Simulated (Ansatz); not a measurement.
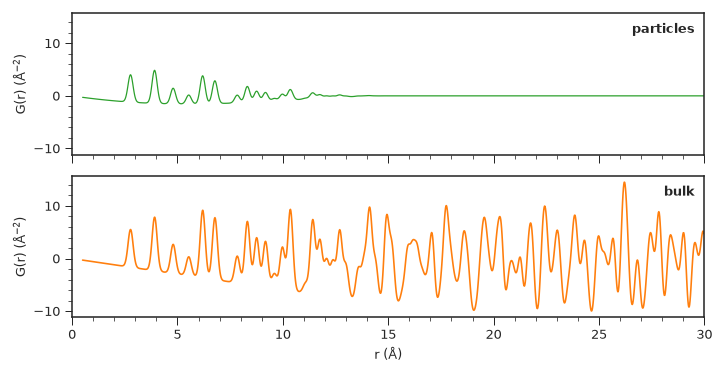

Computed X-ray G(r), with each pair weighted by the product of the atomic numbers (X-ray weights at Q = 0) and a uniform peak width σ = 0.12 Å, for spherical particles of BiIr with the bulk structure: the bulk G(r) is multiplied by the envelope of a sphere of diameter D, 1 − 3r/2D + r³/2D³, with no surface relaxation. The number density is 0.047 atoms per Å³. Basis of the simulation: the input geometry of an electronic-structure calculation (not necessarily at equilibrium); the starting structure was generated, so it need not be a known form of this composition.

Estimate the particle diameter.

About 15 Å (1.5 nm): the signal is half of the bulk amplitude at r ≈ 5.2 Å and vanishes at r = D, fading from view somewhat earlier.

Roughly how many atoms does one particle hold?

About 83 (number density 0.047 Å⁻³ times πD³/6).
